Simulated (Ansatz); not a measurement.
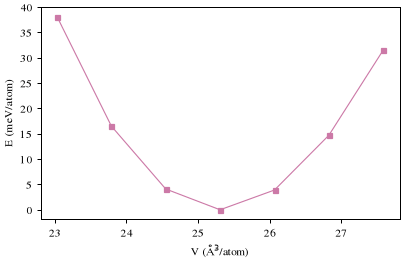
Figure. YGe in space group P-6m2 (No. 187; Y on 1a, Ge on 1f) under volume change, plane-wave PAW PBE (Ansatz code), shape and atoms relaxed at each volume.

Q: What does a third-order Birch–Murnaghan fit give for V₀, B₀ and B′?

A: V₀ = 25.30 Å³/atom, B₀ = 53.7 GPa, B′ = 2.4.

A made-up cell: these elements were put on the sites of a structure type; neither database checked (COD, Materials Project) lists it. Whether it is the stable phase at ambient conditions was not checked. The PBE relaxation kept the symmetry of its start; its stability against distortions is not shown here. The run is not spin-polarised.

Potentials: the later of the program's two PAW sets.
